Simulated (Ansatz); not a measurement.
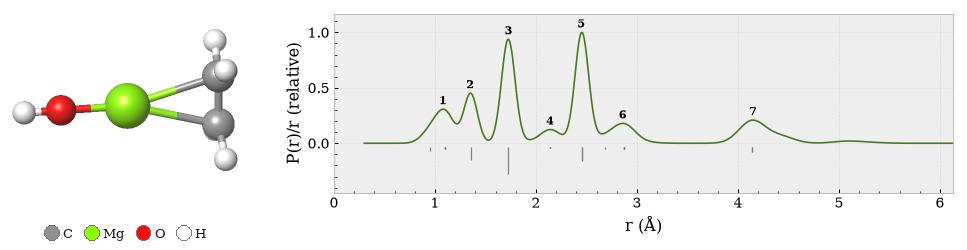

Simulated gas electron diffraction: radial distribution curve of C₂H₅MgO (charge +1, ignored in the scattering factors). Each pair of atoms contributes with weight ZᵢZⱼ/r (bars below the curve); damping constant 0.001 Å²; vibrational amplitudes assumed, not computed: 0.05 Å for bonds, 0.078 Å for bonds to H, 0.06 + 0.015 r up to 0.15 Å for other pairs. The geometry is the end point of an optimisation (RKS PBE0/def2-SVP (Ansatz)); it may be a saddle point or a higher isomer. SMILES: [CH2+][CH2][Mg][OH].

Which pairs of atoms lie under the numbered peaks? Mark bonded pairs by – and others by ···.

Answer. Peak 1, 1.08 Å: O–H 0.95 Å, C–H 1.10 Å (×4), not resolved
Peak 2, 1.35 Å: C–C 1.35 Å
Peak 3, 1.73 Å: Mg–O 1.73 Å
Peak 4, 2.14 Å: C···H 2.14 Å (×4)
Peak 5, 2.45 Å: Mg–C 2.45 Å (×2)
Peak 6, 2.86 Å: Mg···H 2.68–2.87 Å (×5), not resolved
Peak 7, 4.15 Å: O···C 4.14 Å (×2), O···H 4.41–4.43 Å (×4), not resolved
